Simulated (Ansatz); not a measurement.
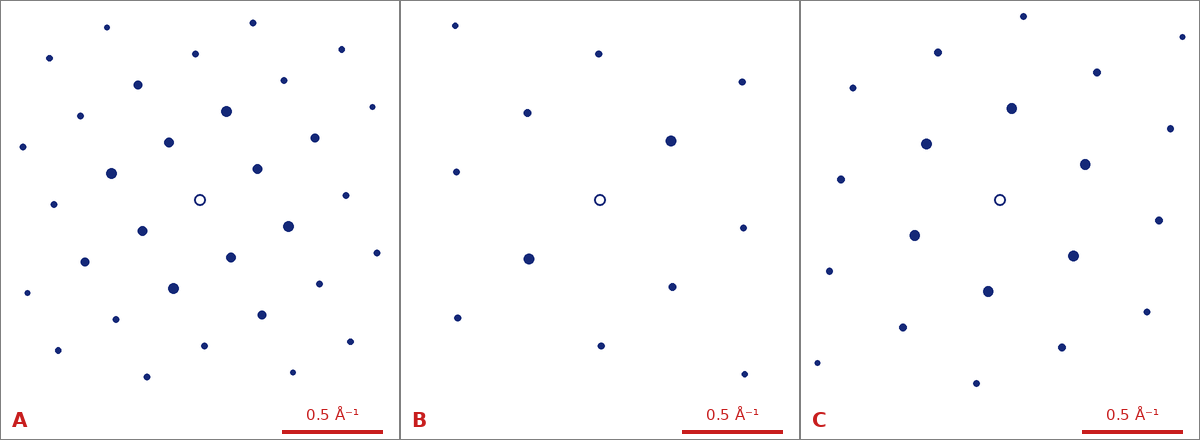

The patterns are kinematic simulations for 120 kV electrons (no multiple scattering; isotropic B = 0.5 Å²).

All three come from PmC, space group Pm-3m (No. 221), a = 3.060 Å. Structure: the input geometry of an electronic-structure calculation (not necessarily at equilibrium); the starting structure was generated, so it need not be a known form of this composition.

| atom | site | symmetry | x | y | z |
| --- | --- | --- | --- | --- | --- |
| Pm | 1a | m-3m | 0.0000 | 0.0000 | 0.0000 |
| C | 1b | m-3m | 0.5000 | 0.5000 | 0.5000 |

> Assign the zone axes [001], [111], [211] to A, B and C.

A is [001]: square net of 1 0 0 at d = 3.06 Å and 0 1 0 at d = 3.06 Å, at 90.0°. B is [211]: rectangular net of 0 -1 1 at d = 2.16 Å and -1 1 1 at d = 1.77 Å, at 90.0°. C is [111]: hexagonal net of -1 1 0 at d = 2.16 Å and -1 0 1 at d = 2.16 Å, at 60.0°.
